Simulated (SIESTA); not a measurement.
Band structure of C3N4 (P-43m, 7 atoms in the cell).

```
CELL_PARAMETERS angstrom
      3.45676     0.00000     0.00000
      0.00000     3.45676     0.00000
      0.00000     0.00000     3.45676
ATOMIC_POSITIONS crystal
  C  0.00000 0.00000 0.50000
  C  0.50000 0.00000 0.00000
  C  0.00000 0.50000 0.00000
  N  0.24569 0.24569 0.75431
  N  0.24569 0.75431 0.24569
  N  0.75431 0.75431 0.75431
  N  0.75431 0.24569 0.24569
```

Computed with GGA PBEsol, numerical atomic orbitals DZP, PseudoDojo PBEsol standard norm-conserving potentials (rewritten from UPF to PSML) run with SIESTA.

Settings: XC.functional = GGA; XC.authors = PBEsol; potentials = PseudoDojo PBEsol standard; PAO.BasisSize = DZP; PAO.EnergyShift = 0.01 Ry; MeshCutoff = 300 Ry; kgrid.MonkhorstPack = 10 10 10; OccupationFunction = FD; ElectronicTemperature = 10 K; MaxSCFIterations = 150; SCF.Mixer.Method = Broyden; SCF.Mixer.Weight = 0.1; SCF.Mixer.History = 6; SCF.DM.Tolerance = 1.0E-05.

The starting cell comes from a database of computed structures (which also holds hypothetical and non-ambient phases and stackings), without a prior relaxation at this level. Values carry the incompleteness of an atom-centred basis.

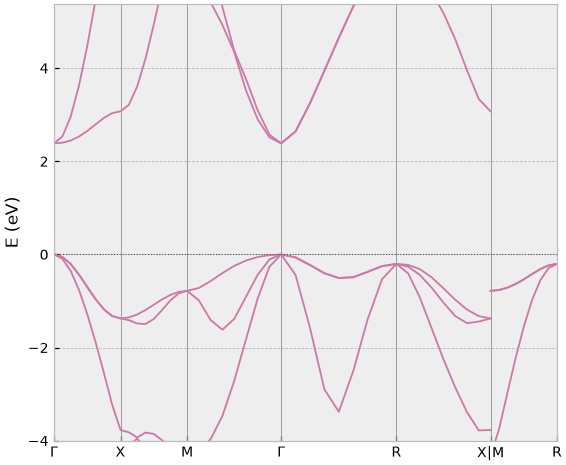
Fig. 1. Bands along the path, energies from the top of the valence band on the path.

**Question.** Read off roughly the gap and where its edges lie.

**Answer.** The gap along the path is about 2.4 eV (computed: 2.38 eV), direct at Γ to within 0.01 eV.

Levels in eV from the top of the valence band on the path, bands 13 to 17:
```tsv
point	13	14	15	16	17
Γ	-6.52	0.00	0.00	0.00	2.38
X	-4.18	-3.77	-1.37	-1.37	3.07
M	-5.00	-4.31	-0.78	-0.78	5.94
R	-5.73	-0.20	-0.20	-0.20	5.88
```

Higher empty bands are left out: an atom-centred basis made for the valence describes them poorly.
